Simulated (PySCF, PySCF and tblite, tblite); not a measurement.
# C2H10NPSi2: a path driven as pyramidal inversion, and NMR exchange, part 2 of 2

PySCF and tblite. Atoms count from 0.

### Step 9. Shieldings, end: revPBE/pcSseg-1

The job: settings as JSON, then the geometry in Å.

```
{"job": {"kind": "nmr", "xc": "revPBE", "basis": "pcSseg-1", "pop": false}, "charge": 0, "multiplicity": 1}
N      1.382864     1.129733     1.110321
Si     0.573931     0.002236     0.074286
P      2.055509    -1.447287    -0.806362
C     -0.908815    -0.804680     0.985045
Si    -2.142538    -0.153644    -0.322727
C     -0.672502     0.660768    -1.240903
H      0.841367     1.846398     1.566639
H      2.283289     1.491475     0.840743
H      2.916008    -0.449411    -1.229057
H      2.743503    -1.606686     0.380940
H     -0.861573    -1.887090     1.060033
H     -1.068794    -0.427445     1.990241
H     -3.101223     0.818076     0.209535
H     -2.829330    -1.194071    -1.086082
H     -0.513190     0.292183    -2.250807
H     -0.728079     1.744089    -1.308518
```

Output:

```text
coarse grid: 14312 points
cycle   1  E = -1056.8780030635  dE =  3.826e-01  |g| = 8.060e-01  |ddm| = 3.733e+00
cycle   2  E = -1056.5369771657  dE =  3.410e-01  |g| = 1.362e+00  |ddm| = 2.425e+00
cycle   3  E = -1057.0333512818  dE = -4.964e-01  |g| = 1.260e-01  |ddm| = 1.854e+00
cycle   4  E = -1057.0381160467  dE = -4.765e-03  |g| = 5.303e-02  |ddm| = 2.873e-01
cycle   5  E = -1057.0388871061  dE = -7.711e-04  |g| = 1.298e-02  |ddm| = 8.795e-02
cycle   6  E = -1057.0389255549  dE = -3.845e-05  |g| = 6.874e-03  |ddm| = 2.419e-02
cycle   7  E = -1057.0389364416  dE = -1.089e-05  |g| = 1.481e-03  |ddm| = 8.552e-03
cycle   8  E = -1057.0389370266  dE = -5.850e-07  |g| = 3.079e-04  |ddm| = 2.449e-03
final grid: 122912 points
cycle   9  E = -1057.0796756349  dE = -3.486e-05  |g| = 1.276e-02  |ddm| = 3.988e-02
cycle  10  E = -1057.0795839971  dE =  9.164e-05  |g| = 2.255e-02  |ddm| = 3.742e-02
cycle  11  E = -1057.0797141010  dE = -1.301e-04  |g| = 1.250e-03  |ddm| = 2.612e-02
cycle  12  E = -1057.0797144015  dE = -3.005e-07  |g| = 4.362e-04  |ddm| = 2.081e-03
cycle  13  E = -1057.0797144527  dE = -5.115e-08  |g| = 1.140e-04  |ddm| = 6.247e-04
cycle  14  E = -1057.0797144555  dE = -2.816e-09  |g| = 4.069e-05  |ddm| = 1.604e-04
cycle  15  E = -1057.0797144559  dE = -4.247e-10  |g| = 8.540e-06  |ddm| = 5.998e-05
converged SCF energy = -1057.0797144559

GIAO shielding tensors (ppm)
atom      isotropic    diamagn.    paramagn.     s11        s22        s33       span
  0 N      219.374     317.151     -97.777    193.357    221.767    242.999     49.643
  1 Si     321.037     881.026    -559.990    300.818    303.863    358.428     57.610
  2 P      590.636     968.029    -377.394    536.790    608.351    626.766     89.975
  3 C      175.286     257.320     -82.034    145.420    182.072    198.365     52.945
  4 Si     390.631     881.519    -490.889    360.357    391.130    420.405     60.048
  5 C      171.555     258.462     -86.907    144.197    171.818    198.650     54.453
  6 H       30.762      32.421      -1.659     23.474     27.807     41.006     17.532
  7 H       30.983      31.697      -0.715     24.070     27.922     40.955     16.885
  8 H       30.746      30.818      -0.072     26.173     28.226     37.840     11.667
  9 H       30.601      30.388       0.213     25.767     27.755     38.282     12.515
 10 H       30.772      31.840      -1.067     26.937     28.670     36.710      9.773
 11 H       31.011      32.229      -1.218     27.010     28.628     37.395     10.384
 12 H       27.046      29.805      -2.759     23.964     24.557     32.618      8.654
 13 H       27.097      29.587      -2.489     24.466     24.568     32.257      7.792
 14 H       30.815      32.277      -1.462     26.990     28.976     36.477      9.487
 15 H       31.107      32.497      -1.390     27.367     28.674     37.279      9.912
```

It took 22 s on 1 thread of INTEL XEON PLATINUM 8581C at 2.30GHz, shared host; peak memory 0.7 GiB.

In short: HOMO -5.77 eV, LUMO -0.42 eV; dipole 2.18 D.

### Step 10. Kinetics and line shapes

The job: settings as JSON, then the geometry in Å.

```
{"job": {"smiles": "N[Si]1(P)C[SiH2]C1", "charge": 0, "mult": 1, "motion": "inversion", "what": "phosphorus", "atoms": [2], "drives": [{"terms": [["t", [9, 1, 8, 2], 0.3333333333333333], ["t", [1, 8, 9, 2], 0.3333333333333333], ["t", [8, 9, 1, 2], 0.3333333333333333]], "neg": true, "n": 8}], "study": "path", "level": {"kind": "nmr", "xc": "revPBE", "basis": "pcSseg-1"}, "fields": [80, 100, 900], "first": 4, "seed": 220, "kind": "path"}, "charge": 0, "multiplicity": 1}
N      1.339536     1.280388     1.312648
Si     0.666116     0.204527     0.141459
P      2.442188    -0.820506    -0.784577
C     -0.765123    -0.838795     0.896562
Si    -2.000537    -0.229009    -0.435330
C     -0.599836     0.853946    -1.163600
H      0.730369     1.923044     1.791074
H      2.228354     1.713515     1.123097
H      1.675912    -1.751943    -1.459646
H      2.634392    -1.672392     0.285358
H     -0.600750    -1.912852     0.905202
H     -1.020793    -0.556183     1.913597
H     -3.129602     0.533150     0.101793
H     -2.473336    -1.281941    -1.335972
H     -0.348019     0.641029    -2.199261
H     -0.786470     1.922967    -1.103813
```

Output:

```text
stationary points (kcal/mol above the start)
  n  kind          group   xTB      DFT    lowest mode
  0  minimum      C1       0.00     0.00      43.2
  1  saddle       C1      26.38    21.93    -758.5
  2  minimum      C1       0.60     0.03      41.5

GFN2-xTB energies: T/K, barrier G, reaction G (kcal/mol), k forward, k back (1/s)
 150.00    25.46     0.50   2.49e-25   1.35e-24
 200.00    25.45     0.49   6.45e-16   2.23e-15
 250.00    25.43     0.48   3.08e-10   8.18e-10
 298.15    25.40     0.48    1.5e-06   3.36e-06
 350.00    25.37     0.47    0.00106    0.00208
 400.00    25.33     0.47       0.12      0.216
 500.00    25.28     0.46       93.1        148

revPBE/pcSseg-1 + D3(BJ) energies: T/K, barrier G, reaction G (kcal/mol), k forward, k back (1/s)
 150.00    21.02    -0.07   7.48e-19   5.98e-19
 200.00    21.00    -0.08   4.66e-11   3.84e-11
 250.00    20.98    -0.09   2.38e-06      2e-06
 298.15    20.95    -0.09    0.00272    0.00233
 350.00    20.92    -0.10      0.632      0.548
 400.00    20.89    -0.10       32.3       28.3
 500.00    20.83    -0.11   8.18e+03   7.32e+03
```

Wall time 88 s (1 thread of INTEL XEON PLATINUM 8581C at 2.30GHz, shared host); peak memory 0.7 GiB. This counts the whole study up to here.

Barriers by level (kcal/mol; entropies in cal/(mol K)). Zero-point and thermal terms come from xTB in every row. ΔG‡ leaves symmetry out; the rate counts one path; effective ΔG‡, where given, is the barrier that would give that rate by Eyring's equation alone:

| level | ΔE‡ | with zero-point | ΔH‡ | ΔS‡ | ΔG‡ (298 K) | ΔE of reaction | k at 298 K (1/s) | effective ΔG‡ |
| --- | --- | --- | --- | --- | --- | --- | --- | --- |
| GFN2-xTB | 26.38 | 25.43 | 25.51 | 0.4 | 25.40 | 0.61 | 1.5e-06 | 25.40 |
| revPBE/pcSseg-1 + D3(BJ) | 21.93 | 20.98 | 21.06 | 0.4 | 20.95 | 0.03 | 0.0027 | 20.95 |

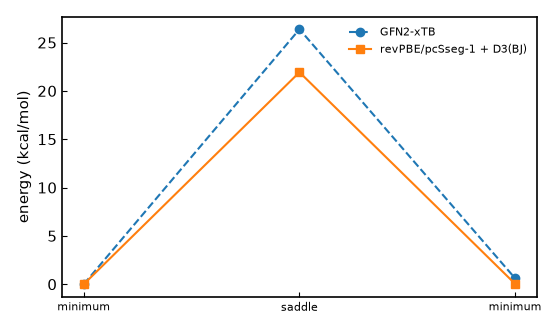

The xTB stationary points, at both levels.

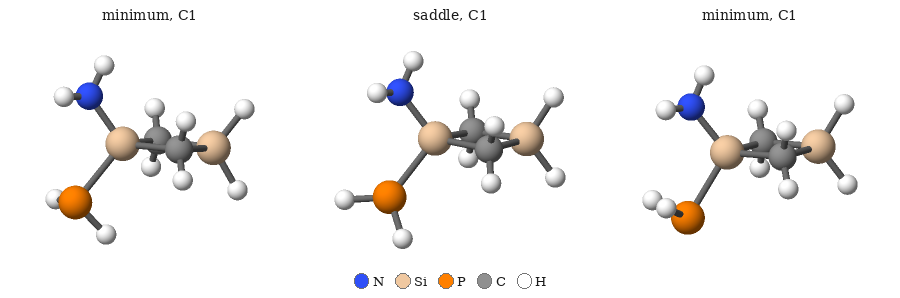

The stationary points in order.

Sites that the driver pairs across this motion, and where their lines would merge (no couplings; faster rotations or exchange between molecules can average them sooner):

```csv
nucleus,sites: shielding (ppm),proton frequency (MHz),spread (Hz),coalescence (K),lines at 298 K
31P,P2: 583.7; P2 (end): 590.6,900,2535,490,–
13C,C3: 168.5; C3 (end): 175.3,900,1538,480,–
29Si,Si4: 395.9; Si4 (end): 390.6,900,944,470,–
15N,N0: 226.0; N0 (end): 219.4,900,602,461,–
13C,C5: 169.1; C5 (end): 171.6,900,561,460,–
1H,H11: 30.67; H11 (end): 31.01,900,309,448,–
1H,H6: 31.03; H6 (end): 30.76,900,242,444,–
1H,H7: 30.81; H7 (end): 30.98,900,153,436,–
```

Rows that set an atom against itself at the end compare its shielding in the two forms.

### Step 11. Nudged elastic band

The job: settings as JSON, then the geometry in Å.

```
{"job": {"images": 3, "climb": false, "steps": 60, "xc": "GFN2-xTB", "basis": "xTB", "kind": "neb"}, "charge": 0, "multiplicity": 1}
N      1.339536     1.280388     1.312648
Si     0.666116     0.204527     0.141459
P      2.442188    -0.820506    -0.784577
C     -0.765123    -0.838795     0.896562
Si    -2.000537    -0.229009    -0.435330
C     -0.599836     0.853946    -1.163600
H      0.730369     1.923044     1.791074
H      2.228354     1.713515     1.123097
H      1.675912    -1.751943    -1.459646
H      2.634392    -1.672392     0.285358
H     -0.600750    -1.912852     0.905202
H     -1.020793    -0.556183     1.913597
H     -3.129602     0.533150     0.101793
H     -2.473336    -1.281941    -1.335972
H     -0.348019     0.641029    -2.199261
H     -0.786470     1.922967    -1.103813
```

Output:

```text
image   E - E0 / eV
  0       0.0000
  1       0.0544
  2       0.0262
```

Run time: 0.5 s. Hardware: 1 thread of INTEL XEON PLATINUM 8581C at 2.30GHz, shared host; peak memory 0.31 GiB.

This input is unsound on purpose: too few images.

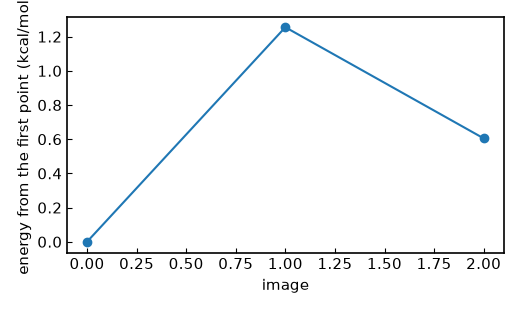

Energy along the band.

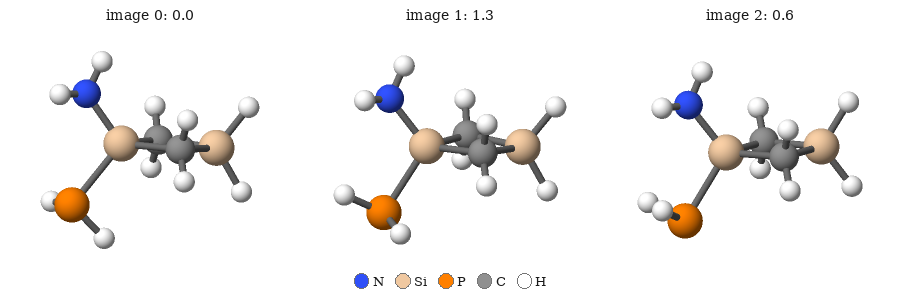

Images along the band, with energies in kcal/mol.

### Step 12. What came out

What follows sums up all 2 parts.

| quantity | value |
| --- | --- |
| barrier (revPBE/pcSseg-1 + D3(BJ)) | ΔE‡ 21.9, ΔG‡(298 K) 20.9 kcal/mol |
| barrier (GFN2-xTB) | ΔE‡ 26.4 kcal/mol |
| rate at 298 K | 0.0027 s⁻¹ |
| end of the path | 0.0 kcal/mol from the start |

In words: The barrier is 21.9 kcal/mol at the DFT level (xTB: 26.4); with thermal terms and the count of paths the DFT value gives a rate of 0.0027 s⁻¹ at 298 K. An error of 1.4 kcal/mol changes that rate tenfold. It was not proven that each saddle links the two ends. The moving atom is hydrogen and the barrier is narrow, so tunnelling, which is left out, should speed the exchange.
